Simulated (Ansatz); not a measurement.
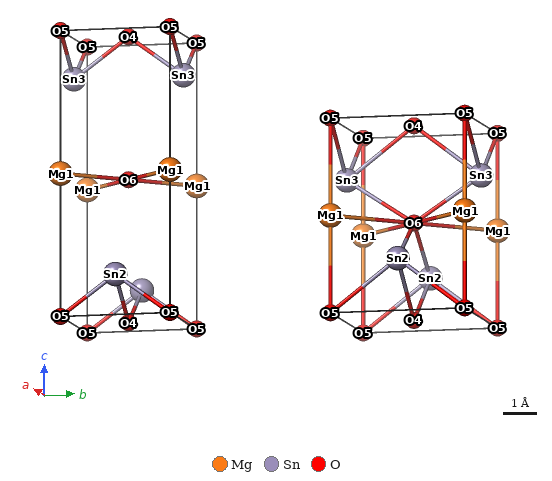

Two geometries of solid MgSn₂O₃ (a generated structure, set up in P-4m2) (coarse preliminary run), drawn at one scale. One is the start of a relaxation, the other its converged end. The picture is a ball-and-stick view of the cell of the calculation, seen from a free direction.

Level of theory: Ansatz 0.2.0, DFT PBE, scalar-relativistic, plane waves, PAW. Settings: plane-wave cutoff 420 eV; k-point mesh 4 × 4 × 4; occupations gaussian; smearing width 0.1 eV; no spin polarisation; cell and atoms relaxed; force threshold 0.04 eV/Å; at most 70 steps.

Question: Which of the two is the end point?

Answer: The left one is the relaxed one. The largest moves relative to the cell, 1.14 Å, are those of Sn2 and Sn3. Sn2 goes along −c. Mg and O stay in place. The drawn cell changes as follows: a = b 4.313 → 3.516 Å (−18.5 %), c 6.141 → 9.023 Å (+46.9 %); the volume changes by −2.3 %. Some distances before and after: Mg1–O5 3.071 → 4.512 Å, Mg1–Sn2 2.585 → 3.682 Å, Sn2–O6 2.585 → 3.682 Å, Mg1–O6 3.049 → 2.486 Å. The space group stays P-4m2 (No. 115). After 16 accepted moves (20 points after the start) the energy has fallen by 1165 meV per atom. The largest force component goes from 5.1 to 0.00069 eV/Å. The pressure goes from −6.53 to 0.01 GPa. At 4 points the geometry stayed and the basis and grid were re-selected for the new cell (energy shift of 34.5 meV per atom at most each time).
